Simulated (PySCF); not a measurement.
# Run report: Si2NH4Cl2, EPR calculation

The run: EPR calculation of Si2NH4Cl2, multiplicity 2. Method and program: UKS B3LYP, IGLO-III on Cl N Si, pcH-1 on H, non-relativistic, mean-field spin-orbit, GIAO (PySCF 2.14.0).

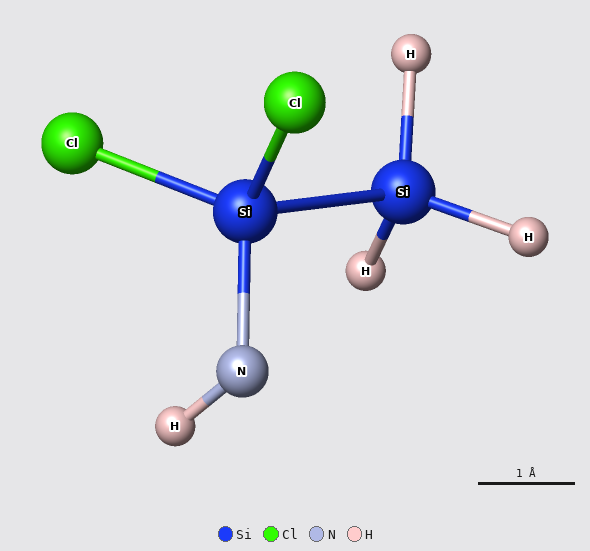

Figure 1. The structure as given in the input (ball-and-stick view, seen at a tilt). Bond lengths as drawn: Cl–Si 2.06 to 2.07 Å, H–N 1.03 Å, H–Si 1.49 Å, N–Si 1.74 Å and Si–Si 2.34 Å.

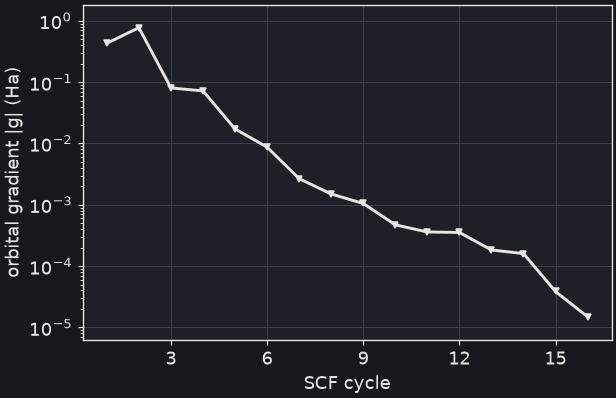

Figure 2. Convergence of the self-consistent field: orbital gradient |g| against the SCF cycle. All cycles printed in the log are drawn one after another.

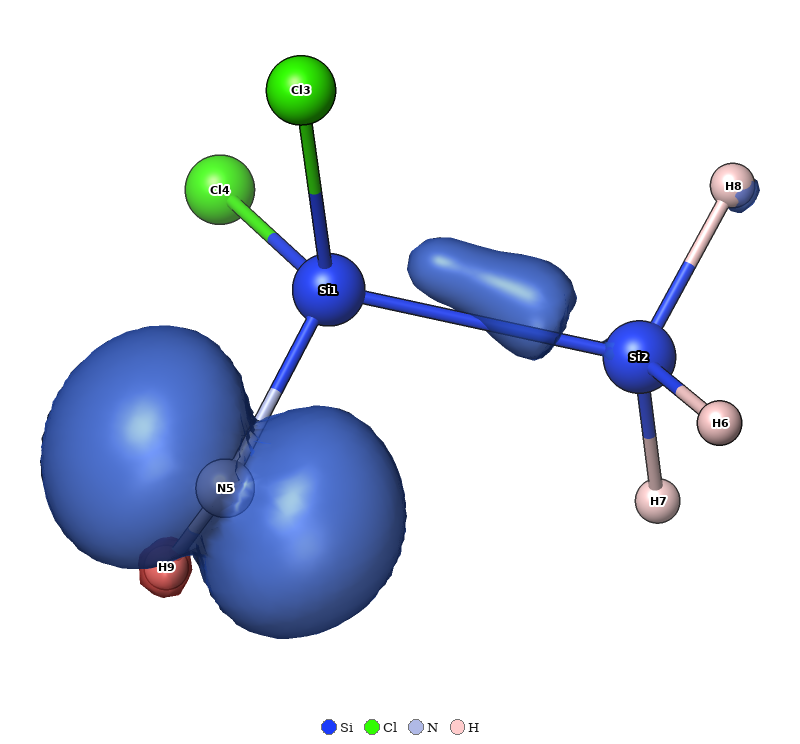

Figure 3. Isosurfaces of the spin density at +0.03 (blue) and −0.03 e/Å³ (red), seen at a tilt. The unpaired spin (1 electron) lies mostly on N5 (about 0.8) and Si1 (about 0.1), in electrons by Hirshfeld's partition.

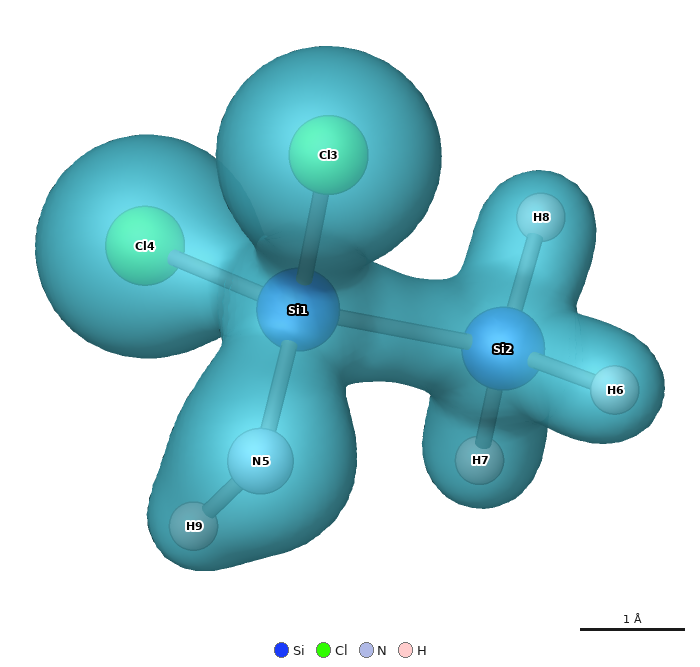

Figure 4. Isosurface of the electron density at 0.4 e/Å³ (cyan), seen at a tilt. At this value the surface is in one piece. On the grid the lowest density along these lines, outside the cores, is 0.95 e/Å³ (Si–N, 1.74 Å), 0.66 e/Å³ (Si–Cl, 2.06 Å), 0.63 e/Å³ (Si–Si, 2.34 Å) and 2.2 e/Å³ (N–H, 1.03 Å).

These pictures come from the run below.

**Input**
```
{"job": {"kind": "epr"}, "charge": 0, "multiplicity": 2}
Si     0.387065     0.504948     0.687500
Si    -0.709882    -1.082606    -0.640398
Cl    -0.614912     0.727775     2.472178
Cl     2.308210    -0.156968     1.104892
N      0.317979     2.014033    -0.166592
H     -2.106398    -0.630572    -0.903510
H      0.031274    -1.240381    -1.926847
H     -0.715039    -2.375207     0.105943
H      1.145893     2.215799    -0.741586
```

The first line tells a small driver script what to run in PySCF; the rest is the geometry in Å.

Command:
```bash
OMP_NUM_THREADS=1 python <driver script> task.json out
```

**What the program printed**
```
UKS, coarse grid
  cycle   1  E = -1556.62873231  |g| = 4.31e-01
  cycle   2  E = -1556.41839345  |g| = 7.75e-01
  cycle   3  E = -1556.72330935  |g| = 8.07e-02
  cycle   4  E = -1556.72553787  |g| = 7.21e-02
  cycle   5  E = -1556.72814726  |g| = 1.73e-02
  cycle   6  E = -1556.72842786  |g| = 8.72e-03
  cycle   7  E = -1556.72851276  |g| = 2.67e-03
  cycle   8  E = -1556.72853500  |g| = 1.50e-03
  cycle   9  E = -1556.72854603  |g| = 1.05e-03
  cycle  10  E = -1556.72855461  |g| = 4.71e-04
UKS, final grid
  cycle   1  E = -1556.72855096  |g| = 3.60e-04
  cycle   2  E = -1556.72855131  |g| = 3.54e-04
  cycle   3  E = -1556.72855145  |g| = 1.83e-04
  cycle   4  E = -1556.72855168  |g| = 1.60e-04
  cycle   5  E = -1556.72855175  |g| = 3.85e-05
  cycle   6  E = -1556.72855176  |g| = 1.49e-05
E = -1556.72855176 Eh   <S^2> = 0.7547 (exact 0.7500)
g shifts (ppm)      1          2          3
  rmc          -201       -201       -201
  gc             17         11         35
  oz_so        -675       1089       5799
  total        -859        901       5634
hyperfine (MHz)  atom isotope    a_iso     a_fc   dipolar eigenvalues
    0  29Si      27.42      27.46     -5.39     -0.02      5.42
    1  29Si     -47.22     -47.31    -15.62      7.22      8.40
    2  35Cl       5.68       5.48     -4.51     -4.09      8.60
    3  35Cl       2.31       2.18     -2.43     -2.32      4.75
    4   14N      25.54      25.42    -39.64    -38.82     78.45
    5    1H      -3.06      -3.06     -2.14     -1.00      3.14
    6    1H      -4.01      -4.01     -2.16     -1.02      3.18
    7    1H      35.69      35.68     -1.66     -0.31      1.97
    8    1H     -54.41     -54.59    -48.50     -8.05     56.54
```

**Summary**

| quantity | value |
| --- | --- |
| outcome | converged |
| total energy | −1556.728552 hartree |
| ⟨S²⟩ | 0.755 |
| isotropic g | 2.0042 |
| hardware | 1 CPU thread, shared host |
| wall time | 83 s |
| peak memory | 0.91 GiB |
